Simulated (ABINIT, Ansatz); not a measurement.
## Iridium (Fm-3m): from the cell to the phonon bands

How does Iridium (Fm-3m) vibrate, and is this structure a minimum?

Method: DFT LDA, scalar-relativistic, plane waves, PseudoDojo norm-conserving pseudopotentials, in ABINIT 10.8.3.

The database entry behind the starting cell differs from later determinations by our own check (0.1 to 0.3 % short, probably kX units), so it need not match the best structure at ambient conditions.

## 1. The structure

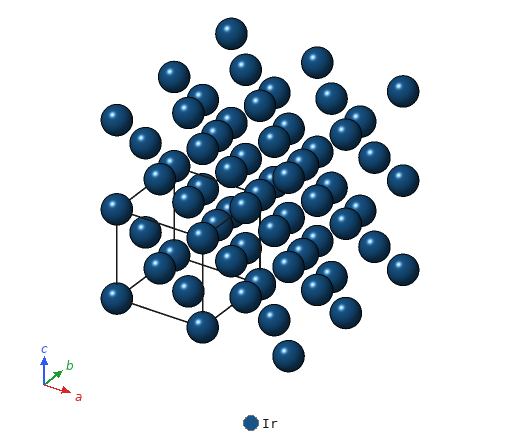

The cell as given, from a free direction (iridium blue). 2×2×2 cells are drawn. This picture shows the conventional cell, with its axes. Some periodic images of atoms are drawn too.

## 2. A probe with smearing

A first run with smearing and empty bands tells whether the crystal has a gap, which decides between fixed occupations and smearing later on.

Input file probe.abi:

```
# ground state
tolvrs 1.0d-08
prtden 1
prtwf 1

# basis, mesh and filling
ecut 30.0
ngkpt 8 8 8
nshiftk 1
shiftk 0.0 0.0 0.0
istwfk *1
occopt 7
tsmear 0.005
nband 15
nstep 100
diemac 9.0
prtebands 0
prtgsr 0
useylm 1

# cell and atoms
acell 5.119395628 5.119395628 5.119395628
rprim 
    0.0 0.7071067812 0.7071067812
    0.7071067812 0.0 0.7071067812
    0.7071067812 0.7071067812 0.0
ntypat 1
znucl 77
natom 1
typat 1
xred 
    0.0 0.0 0.0
pp_dirpath "./pseudo"
pseudos "Ir.upf"
```

Command:

```
$ OMP_NUM_THREADS=1 mpirun -n 8 abinit probe.abi > probe.log
```

Numbers of over 12 decimals in the logs are rounded to 6 here.

probe.abo, the main output file:

```text
[banners, grids, parts of the stress and lines that vanish by symmetry left out]
- input  file    -> probe.abi
- output file    -> probe.abo
- root for input  files -> probei
[...]
Symmetries : space group Fm -3 m (#225); Bravais cF (face-center cubic)
[...]
mpw =         755          nfft =       19683          nkpt =          29
[...]
== DATASET  1 ==================================================================
[...]
cutoff_energies: {ecut:  30.0, pawecutdg:  -1.0, }
[...]
ETOT  1  -114.93559318655    -1.149E+02 2.719E-01 1.254E+01
 ETOT  2  -114.95718325051    -2.159E-02 5.079E-02 6.318E+00
 ETOT  3  -114.95913382480    -1.951E-03 1.859E-02 2.818E-03
 ETOT  4  -114.95913538091    -1.556E-06 4.072E-03 3.639E-05
 ETOT  5  -114.95913539191    -1.100E-08 2.094E-03 2.017E-07
 ETOT  6  -114.95913539196    -5.033E-11 5.466E-04 1.884E-10
 At SCF step    6       vres2   =  1.88E-10 < tolvrs=  1.00E-08 =>converged.
[...]
sigma(1 1)=  2.00665739E-04  sigma(3 2)=  0.00000000E+00
  sigma(2 2)=  2.00665739E-04  sigma(3 1)=  0.00000000E+00
  sigma(3 3)=  2.00665739E-04  sigma(2 1)=  0.00000000E+00
[...]
convergence: {deltae: -5.033E-11, res2:  1.884E-10, residm:  5.466E-04, diffor: null, }
etotal    :  -1.14959135E+02
[...]
sigma(1 1)=  2.00665739E-04  sigma(3 2)=  0.00000000E+00
  sigma(2 2)=  2.00665739E-04  sigma(3 1)=  0.00000000E+00
  sigma(3 3)=  2.00665739E-04  sigma(2 1)=  0.00000000E+00
[...]
- sigma(1 1)=  5.90378987E+00  sigma(3 2)=  0.00000000E+00
- sigma(2 2)=  5.90378987E+00  sigma(3 1)=  0.00000000E+00
- sigma(3 3)=  5.90378987E+00  sigma(2 1)=  0.00000000E+00
[...]
fcart     -0.0000000000E+00 -0.0000000000E+00 -0.0000000000E+00
           strten      2.0066573889E-04  2.0066573889E-04  2.0066573889E-04
================================================================================

[key lines of the parts left out:]
pressure_GPa:  -5.9038E+00
```

Wall time 2.6 s (8 MPI ranks of AMD EPYC 9B14 (Zen 4), shared host).

This step gave:

| Quantity | Value |
| --- | --- |
| volume per atom | 14.06 Å³ |
| pressure | -5.904 GPa |
| gap on the k-mesh | 0 eV |

No gap opens on this mesh, so smearing is kept; the printed pressure holds the stress of the finite basis too.

## 3. Relaxing the cell and atoms

The harmonic expansion needs vanishing forces, and a free crystal bears no stress, so cell and atoms are brought to rest. Stress is more sensitive to the basis than forces are: the last 3 Ha under the cutoff are smoothed with ecutsm, and the cutoff is raised above that of the later runs.

Input file relax.abi:

```
# relaxation
ionmov 2
optcell 2
dilatmx 1.08
ntime 40
tolmxf 1.0d-05
tolvrs 1.0d-14
prtwf 0
prtden 0
chksymtnons 0

# basis, mesh and filling
ecut 38.0
ecutsm 3.0
ngkpt 16 16 16
nshiftk 1
shiftk 0.0 0.0 0.0
istwfk *1
occopt 7
tsmear 0.01
nband 15
nstep 100
diemac 1000000.0
prtebands 0
prtgsr 0
useylm 1

# cell and atoms
acell 5.119395628 5.119395628 5.119395628
rprim 
    0.0 0.7071067812 0.7071067812
    0.7071067812 0.0 0.7071067812
    0.7071067812 0.7071067812 0.0
ntypat 1
znucl 77
natom 1
typat 1
xred 
    0.0 0.0 0.0
pp_dirpath "./pseudo"
pseudos "Ir.upf"
```

Command:

```
$ OMP_NUM_THREADS=1 mpirun -n 8 abinit relax.abi > relax.log
```

relax.abo, the main output file:

```text
[banners, grids, parts of the stress and lines that vanish by symmetry left out]
- input  file    -> relax.abi
- output file    -> relax.abo
- root for input  files -> relaxi
[...]
Symmetries : space group Fm -3 m (#225); Bravais cF (face-center cubic)
[...]
mpw =        1363          nfft =       32768          nkpt =         145
[...]
== DATASET  1 ==================================================================
[...]
cutoff_energies: {ecut:  38.0, pawecutdg:  -1.0, }
[...]
ETOT  1  -114.93129945736    -1.149E+02 2.991E-01 2.184E+01
 ETOT  2  -114.96046041349    -2.916E-02 1.235E-01 9.985E+00
 ETOT  3  -114.96231939380    -1.859E-03 1.568E-02 1.278E-02
 ETOT  4  -114.96232224961    -2.856E-06 4.821E-03 1.223E-04
 ETOT  5  -114.96232227187    -2.226E-08 1.143E-03 6.951E-07
[...]
At SCF step    9       vres2   =  2.37E-15 < tolvrs=  1.00E-14 =>converged.
[...]
sigma(1 1)=  2.19208739E-04  sigma(3 2)=  0.00000000E+00
  sigma(2 2)=  2.19208739E-04  sigma(3 1)=  0.00000000E+00
  sigma(3 3)=  2.19208739E-04  sigma(2 1)=  0.00000000E+00
[...]
convergence: {deltae: -1.137E-12, res2:  2.374E-15, residm:  2.387E-04, diffor: null, }
etotal    :  -1.14962322E+02
[...]
ETOT  1  -114.95957217910    -1.150E+02 9.892E-02 1.680E+01
[...]
At SCF step    8       vres2   =  7.10E-16 < tolvrs=  1.00E-14 =>converged.
[...]
sigma(1 1)= -4.40223204E-05  sigma(3 2)=  0.00000000E+00
  sigma(2 2)= -4.40223204E-05  sigma(3 1)=  0.00000000E+00
  sigma(3 3)= -4.40223204E-05  sigma(2 1)=  0.00000000E+00
[...]
convergence: {deltae: -3.340E-12, res2:  7.095E-16, residm:  8.919E-05, diffor: null, }
etotal    :  -1.14962490E+02
[...]
ETOT  1  -114.96241698960    -1.150E+02 7.187E-05 4.587E-01
[...]
At SCF step    7       vres2   =  2.81E-15 < tolvrs=  1.00E-14 =>converged.
[...]
sigma(1 1)=  1.22980437E-06  sigma(3 2)=  0.00000000E+00
  sigma(2 2)=  1.22980437E-06  sigma(3 1)=  0.00000000E+00
  sigma(3 3)=  1.22980437E-06  sigma(2 1)=  0.00000000E+00
[...]
convergence: {deltae:  5.500E-12, res2:  2.806E-15, residm:  2.090E-05, diffor: null, }
etotal    :  -1.14962497E+02
[...]
ETOT  1  -114.96249650273    -1.150E+02 1.795E-05 3.407E-04
[...]
ETOT  5  -114.96249656185     2.373E-12 2.351E-05 2.767E-12
 ETOT  6  -114.96249656185    -3.823E-12 1.038E-05 1.659E-15
 At SCF step    6       vres2   =  1.66E-15 < tolvrs=  1.00E-14 =>converged.
[...]
sigma(1 1)=  6.50660609E-09  sigma(3 2)=  0.00000000E+00
  sigma(2 2)=  6.50660614E-09  sigma(3 1)=  0.00000000E+00
  sigma(3 3)=  6.50660607E-09  sigma(2 1)=  0.00000000E+00
[...]
convergence: {deltae: -3.823E-12, res2:  1.659E-15, residm:  1.038E-05, diffor: null, }
etotal    :  -1.14962497E+02
[...]
At Broyd/MD step   4, gradients are converged :
[...]
sigma(1 1)=  6.50660609E-09  sigma(3 2)=  0.00000000E+00
  sigma(2 2)=  6.50660614E-09  sigma(3 1)=  0.00000000E+00
  sigma(3 3)=  6.50660607E-09  sigma(2 1)=  0.00000000E+00
[...]
- sigma(1 1)=  1.91430960E-04  sigma(3 2)=  0.00000000E+00
- sigma(2 2)=  1.91430962E-04  sigma(3 1)=  0.00000000E+00
- sigma(3 3)=  1.91430960E-04  sigma(2 1)=  0.00000000E+00
[...]
fcart     -0.0000000000E+00 -0.0000000000E+00 -0.0000000000E+00
           strten      6.5066060942E-09  6.5066061358E-09  6.5066060734E-09
================================================================================

[key lines of the parts left out:]
pressure_GPa:  -1.9143E-04
Total energy (etotal) [Ha]= -1.14962496561853E+02
```

Run time: 31 s. Hardware: 8 MPI ranks.

The steps of the relaxation:

```
step  energy less that of the first step (eV)  largest force (eV/Å)  volume (Å³)
   1                                   0.0000                0.0000        14.06
   2                                  -0.0046                0.0000        13.78
   3                                  -0.0047                0.0000        13.83
   4                                  -0.0047                0.0000        13.83
```

```
conventional cell, symmetrised  before  after  change
                         a (Å)   3.831  3.810  -0.6 %
                         b (Å)   3.831  3.810  -0.6 %
                         c (Å)   3.831  3.810  -0.6 %
              volume (Å³/atom)   14.06  13.83  -1.6 %
```

Final coordinates:

```cif
data_structure
_symmetry_space_group_name_H-M 'P 1'
_symmetry_Int_Tables_number 1
_cell_length_a 2.6941
_cell_length_b 2.6941
_cell_length_c 2.6941
_cell_angle_alpha 60.000
_cell_angle_beta 60.000
_cell_angle_gamma 60.000
_cell_volume 13.83
loop_
_atom_site_label
_atom_site_type_symbol
_atom_site_fract_x
_atom_site_fract_y
_atom_site_fract_z
_atom_site_occupancy
Ir1 Ir 0.00000 0.00000 0.00000 1
```

Read from the output:

- volume per atom: 13.83 Å³
- pressure: -1.91e-4 GPa

The volume changes by -1.6 % in this run and stands -1.6 % from the first cell.

## 4. Ground state

First-order wavefunctions inherit every error of the ground state, hence the very tight tolvrs. Smearing stays on, as the first look found no gap above 0.3 eV.

Input file gs.abi:

```
# ground state
tolvrs 1.0d-16
prtden 1
prtwf 1

# basis, mesh and filling
ecut 30.0
ngkpt 16 16 16
nshiftk 1
shiftk 0.0 0.0 0.0
istwfk *1
occopt 7
tsmear 0.01
nband 15
nstep 100
diemac 1000000.0
prtebands 0
prtgsr 0
useylm 1

# cell and atoms
acell 5.091116282 5.091116282 5.091116282
rprim 
    0.0 0.7071067812 0.7071067812
    0.7071067812 0.0 0.7071067812
    0.7071067812 0.7071067812 0.0
ntypat 1
znucl 77
natom 1
typat 1
xred 
    0.0 0.0 0.0
pp_dirpath "./pseudo"
pseudos "Ir.upf"
```

Command:

```
$ OMP_NUM_THREADS=1 mpirun -n 8 abinit gs.abi > gs.log
```

gs.abo, the main output file:

```text
[banners, grids, parts of the stress and lines that vanish by symmetry left out]
- input  file    -> gs.abi
- output file    -> gs.abo
- root for input  files -> gsi
[...]
Symmetries : space group Fm -3 m (#225); Bravais cF (face-center cubic)
[...]
mpw =         754          nfft =       19683          nkpt =         145
[...]
== DATASET  1 ==================================================================
[...]
cutoff_energies: {ecut:  30.0, pawecutdg:  -1.0, }
[...]
ETOT  1  -114.93572703054    -1.149E+02 2.761E-01 1.295E+01
 ETOT  2  -114.96059420384    -2.487E-02 2.872E-02 5.808E+00
 ETOT  3  -114.96237055204    -1.776E-03 5.604E-03 8.105E-03
 ETOT  4  -114.96237342214    -2.870E-06 1.875E-03 1.005E-04
 ETOT  5  -114.96237345193    -2.980E-08 2.235E-03 4.291E-07
[...]
ETOT  9  -114.96237345204     1.251E-12 1.737E-04 1.046E-15
 ETOT 10  -114.96237345204    -2.174E-12 1.424E-04 6.968E-20
 At SCF step   10       vres2   =  6.97E-20 < tolvrs=  1.00E-16 =>converged.
[...]
sigma(1 1)=  1.56865014E-05  sigma(3 2)=  0.00000000E+00
  sigma(2 2)=  1.56865014E-05  sigma(3 1)=  0.00000000E+00
  sigma(3 3)=  1.56865014E-05  sigma(2 1)=  0.00000000E+00
[...]
convergence: {deltae: -2.174E-12, res2:  6.968E-20, residm:  1.424E-04, diffor: null, }
etotal    :  -1.14962373E+02
[...]
sigma(1 1)=  1.56865014E-05  sigma(3 2)=  0.00000000E+00
  sigma(2 2)=  1.56865014E-05  sigma(3 1)=  0.00000000E+00
  sigma(3 3)=  1.56865014E-05  sigma(2 1)=  0.00000000E+00
[...]
- sigma(1 1)=  4.61512806E-01  sigma(3 2)=  0.00000000E+00
- sigma(2 2)=  4.61512806E-01  sigma(3 1)=  0.00000000E+00
- sigma(3 3)=  4.61512806E-01  sigma(2 1)=  0.00000000E+00
[...]
fcart     -0.0000000000E+00 -0.0000000000E+00 -0.0000000000E+00
           strten      1.5686501428E-05  1.5686501428E-05  1.5686501428E-05
================================================================================

[key lines of the parts left out:]
pressure_GPa:  -4.6151E-01
```

The job ended after 8.5 s (8 MPI ranks; 66 s of CPU time).

This step gave:

```yaml
pressure: -0.4615 GPa
```

The cell stands at -0.46 GPa: the relaxation ran with a smoothed and higher cutoff, and the difference is a stress of the finite basis.

(Continued in part 2 of 4.)

[Host names and launcher messages were left out of these logs when they were recorded.]

[Logs are printed without paths, hosts, clocks, repeated set-up lines and the standing remarks that a program may print on its own settings, such as how far it seeks lower states.]

[Hosts, paths, dates, database ids (printed as entryN), source tags and the programs' standing remarks are cut or masked in the printed files.]
